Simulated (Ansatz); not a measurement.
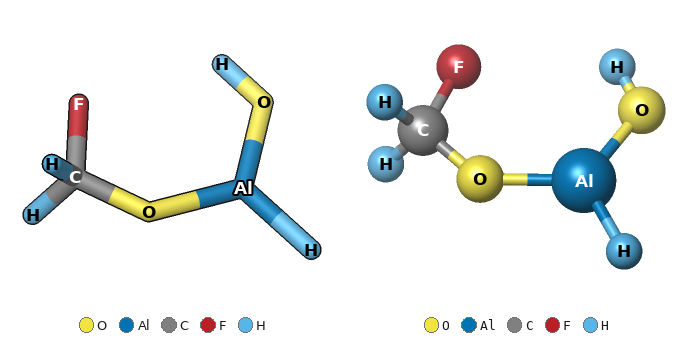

The same structure drawn twice, from different directions.

The computed structure is the end point of a PBE0-D4/def2-TZVP optimisation.

Describe the molecule.

The molecule is CH4AlFO2. SMILES: `[OH][AlH][O]CF`. Among its groups: C–F bond. The point group is Cs. Coordination: 2 O bent; 1 Al trigonal planar; 1 C tetrahedral.

The parts below concern this one geometry. Atoms keep their numbers from picture to picture.

## Shape

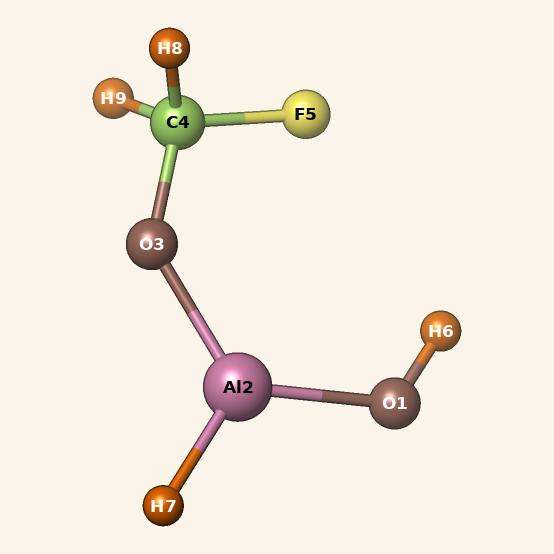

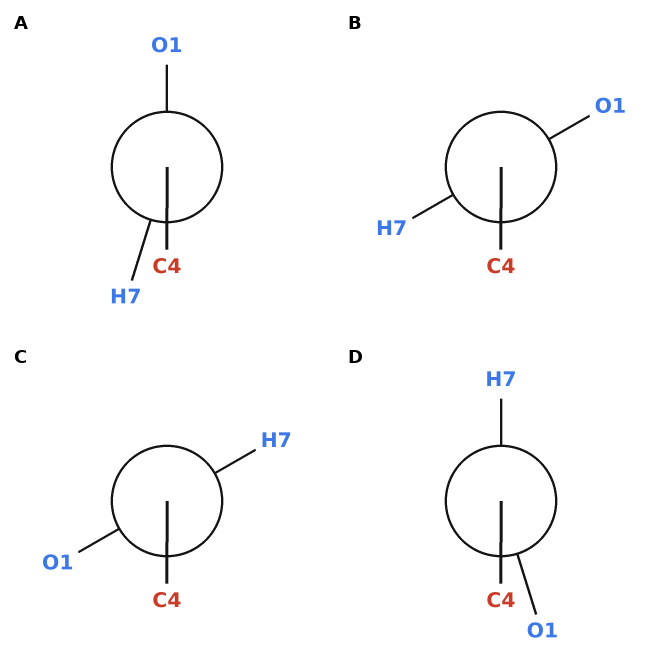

Atoms fade into the background with distance from the viewer. Bonds that would overlap in a projection are set slightly apart.

Question: Which Newman projection shows the view along O3–Al2, with O3 in front?

Answer: D. The torsion angle C4–O3–Al2–O1 is 0°, synperiplanar (eclipsed).

## Vibrations

Harmonic vibrations computed with RKS PBE0-D4/def2-TZVP (Ansatz 0.2.0) at a stationary point of the same level.

Question: How many vibrational modes are there, and where do they lie?

Answer: 21 modes: 41, 104, 146, 224, 428, 503, 564, 632, 650, 738, 889, 1010, 1168, 1276, 1279, 1446, 1537, 2017, 3031, 3082, 3940 cm⁻¹.

## Charges

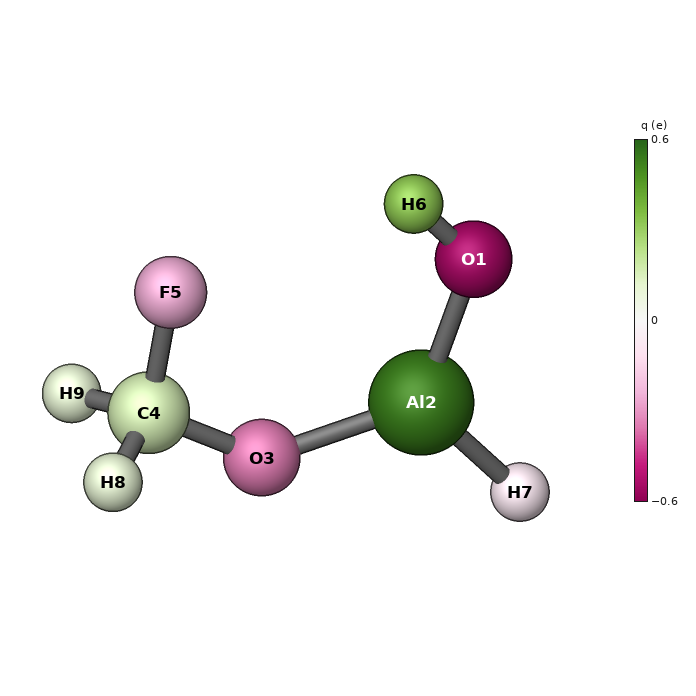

Atoms are coloured by their Mulliken charges. Properties computed with RKS PBE0-D4/def2-TZVP (Ansatz 0.2.0).

Question: Which atom carries the highest charge (most positive or least negative)?

Answer: Al2 (0.54 e).

Question: And the lowest?

Answer: O1 (−0.55 e).

Give the Mulliken charges atom by atom.

```
atom  value (e)
  O1      −0.55
 Al2       0.54
  O3      −0.34
  C4       0.16
  F5      −0.25
  H6       0.33
  H7      −0.07
  H8       0.10
  H9       0.10
```

## Dipole moment

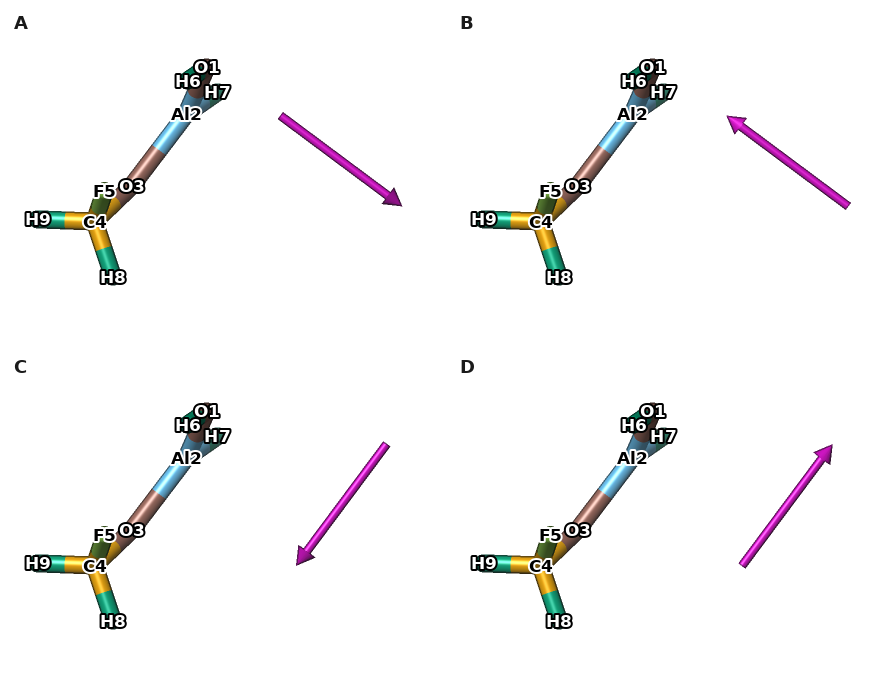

The same molecule four times, each with an arrow. Method: RKS PBE0-D4/def2-TZVP (Ansatz 0.2.0).

Question: Which arrow points along the dipole moment, from the negative to the positive end?

Answer: C. The dipole moment is 1.59 D; it points from the side of O1 to the side of H8, H9 (the outermost atoms at the two ends).

Mulliken values depend strongly on the basis set and can even reverse the polarity of a bond.
